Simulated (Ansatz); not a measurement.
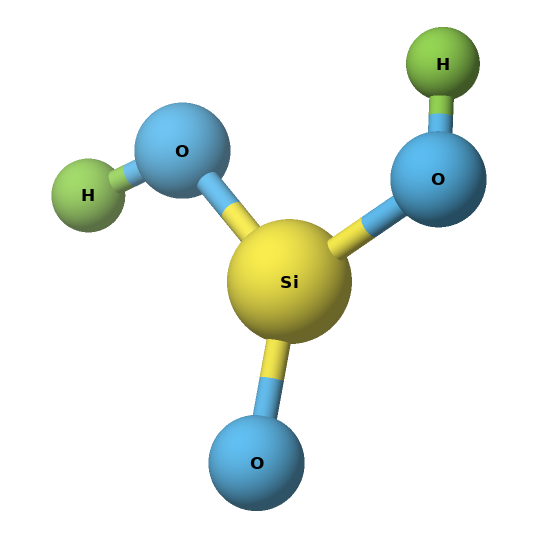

The geometry was computed by an optimisation with PBE0-D4/def2-TZVP.

Description:

The molecule is H2O3Si. This geometry has Cs symmetry. All atoms lie on one plane. Coordination: 1 Si trigonal planar; 2 O bent.

The parts below concern this one geometry. Atoms keep their numbers from picture to picture.

Shape

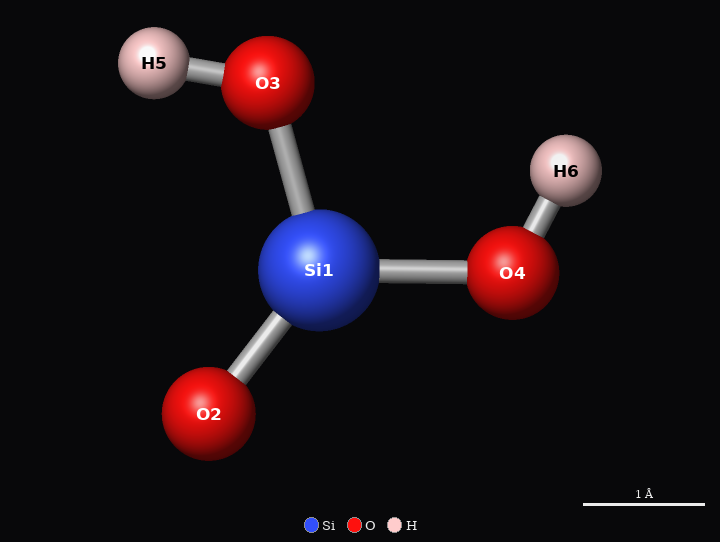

Numbered structure.

List the bonds and their lengths.

```
  bond  length (Å)
Si1–O2       1.509
Si1–O3       1.621
Si1–O4       1.610
 O3–H5       0.961
 O4–H6       0.961
```

Dipole moment

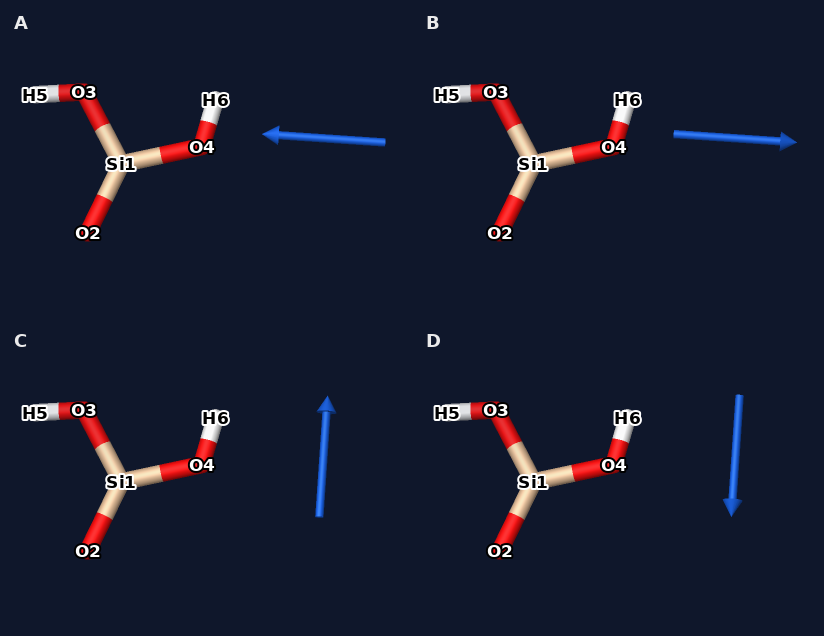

The same molecule four times, each with an arrow. Method: RKS PBE0-D4/def2-TZVP (Ansatz 0.2.0).

Which arrow points along the dipole moment, from the negative to the positive end?

Answer. C. The dipole moment is 4.42 D; it points from the side of O2 to the side of O3, H5, H6 (the outermost atoms at the two ends).

Charges

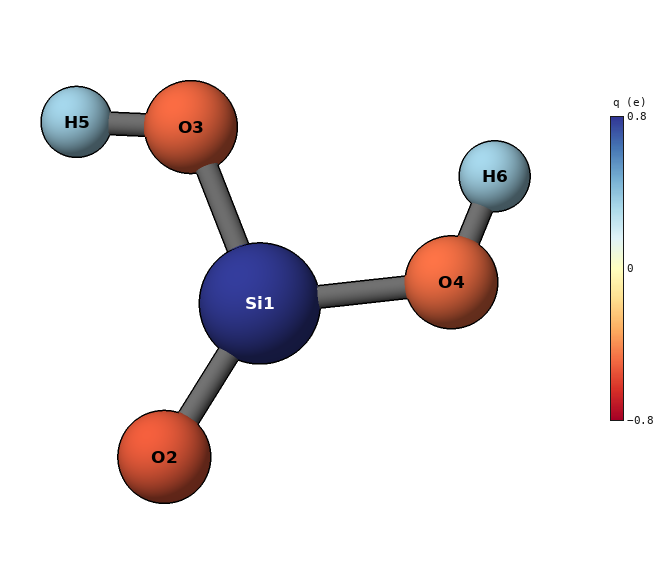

Atoms are coloured by their Mulliken charges. Method: RKS PBE0-D4/def2-TZVP (Ansatz 0.2.0).

List the Mulliken charges.

```json
{"atom": "Si1", "value (e)": "0.78"}
{"atom": "O2", "value (e)": "−0.52"}
{"atom": "O3", "value (e)": "−0.49"}
{"atom": "O4", "value (e)": "−0.47"}
{"atom": "H5", "value (e)": "0.35"}
{"atom": "H6", "value (e)": "0.35"}
```

Vibrations

Harmonic vibrations computed with RKS PBE0-D4/def2-TZVP (Ansatz 0.2.0) at a stationary point of the same level.

List the wavenumbers.

Answer. 12 modes: 316, 329, 362, 410, 470, 818, 856, 872, 1011, 1324, 3891, 3896 cm⁻¹.

Mulliken values depend strongly on the basis set and can even reverse the polarity of a bond.
